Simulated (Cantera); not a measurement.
A closed system holds: 1 mol SiHCl₃, 0.067 mol HCl, 20 mol H₂, equilibrated at 1.33 mbar.

Equilibrium computed with Cantera from the NASA thermochemical tables; the gas is ideal and each condensed phase is pure. Candidate condensed phases: Si; 19 gas species. The tables' values for SiCl₃ are old estimates; treat these amounts as uncertain. Rates play no part.

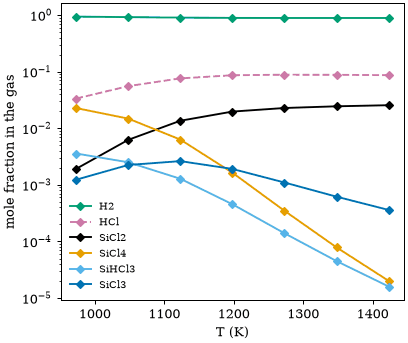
*Equilibrium gas composition (values under 1e-9 drawn at 1e-9)*

Q: Read off the mole fractions at 1048 K.

A: H₂ about 0.92, HCl about 0.055, SiCl₄ about 0.015, SiCl₂ about 0.0062, SiHCl₃ about 0.0025, SiCl₃ about 0.0022.
